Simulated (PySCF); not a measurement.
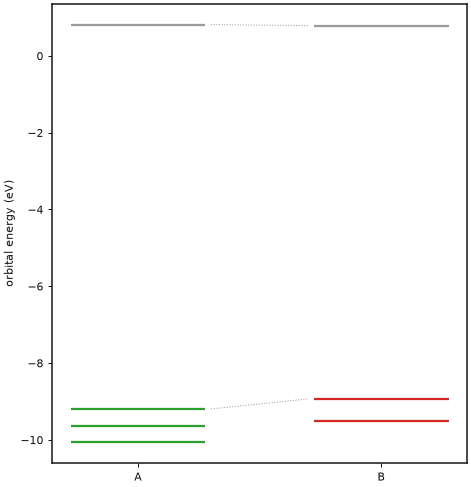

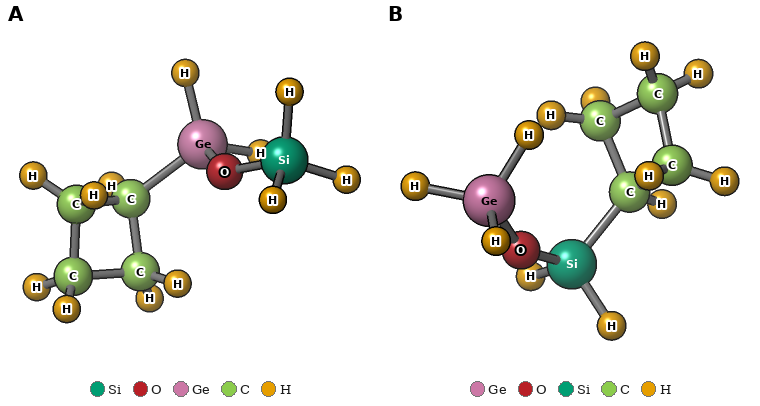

Related molecules: A is C₄H₁₂GeOSi, SMILES [SiH3][O][GeH2][CH]1CCC1, singlet; B is C₄H₁₂GeOSi, SMILES [GeH3][O][SiH2]C1CCC1, singlet. Frontier orbital energies, CAM-B3LYP/def2-SVPD, PySCF 2.14.0, at a PBE0-D3(BJ)/def2-SVP geometry (no frequency check); drawn are at most three filled levels and, in grey, the LUMO with any level within 0.03 eV of it; dotted lines join the HOMOs and the LUMOs.

> What does the change do to the frontier levels?

From A to B the HOMO rises by 0.26 eV and the LUMO hardly moves, so the separation goes from 10.01 to 9.72 eV.

> Does the ΔSCF ionisation energy follow the HOMO?

A: −ε(HOMO) 9.20, ΔSCF 9.82 eV; B: −ε(HOMO) 8.93, ΔSCF 9.55 eV.

Limits of at least one run: empty levels above zero depend strongly on the basis; one conformer of a flexible molecule.
